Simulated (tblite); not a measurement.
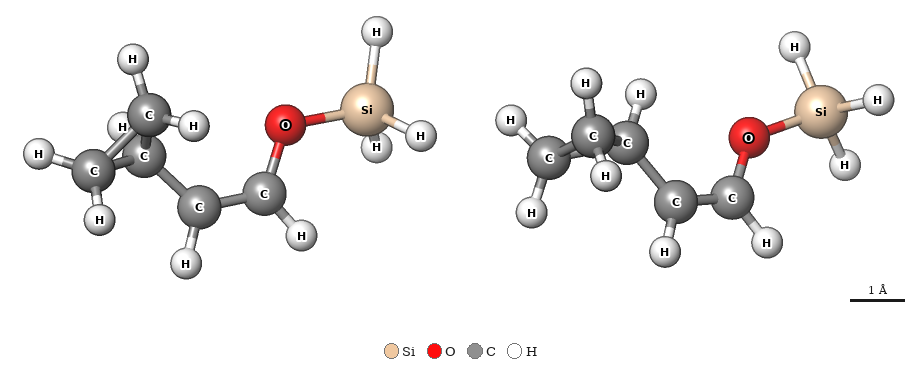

Two geometries of C₅H₁₀OSi, drawn at one scale. One is the start of a relaxation, the other its converged end. The picture is a ball-and-stick view, seen at a tilt.

Theory: GFN2-xTB geometry optimisation, gas phase (tblite 0.8.0). 

**Which geometry has the lower energy?**

The right one is the relaxed one. The energy falls by 31.1 kJ/mol in 122 geometry steps. The atom that moves furthest after the best rigid fit is an H atom (1.45 Å). Largest moves by element: H 1.45 Å, C 0.68 Å, Si 0.42 Å, O 0.35 Å. Some distances before and after: O–Si 1.673 → 1.623 Å, H–Si 1.490 → 1.453 Å, C–O 1.379 → 1.352 Å, C–H 1.097 → 1.079 Å. Among the angles between lasting bonds that change: Si–O–C 119.8° → 132.7°, O–Si–H 109.5° → 99.2°, H–Si–H 109.2° → 113.8°. Groups turn about C–C by about 65°.
